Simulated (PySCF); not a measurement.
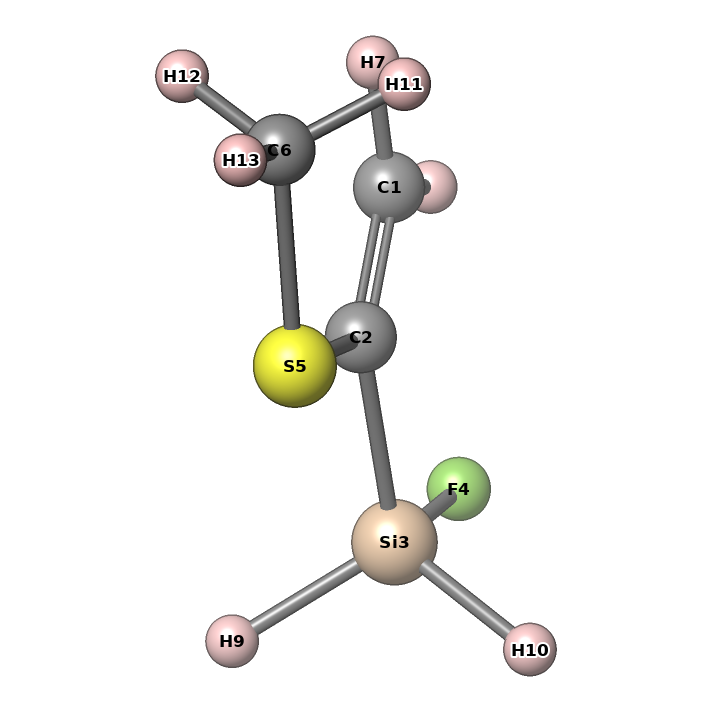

C2 lies behind S5. The molecule seen a little off the S5–C2 bond, S5 in front. Distant atoms are faded towards the background colour. The computed structure is the end point of a PBE0-D3(BJ)/def2-SVP optimisation. No frequency run is at hand to confirm it as a minimum.

### What is the torsion angle C6–S5–C2–Si3? The sign is positive where the front bond must turn clockwise to cover the back bond.

179°, antiperiplanar (anti).
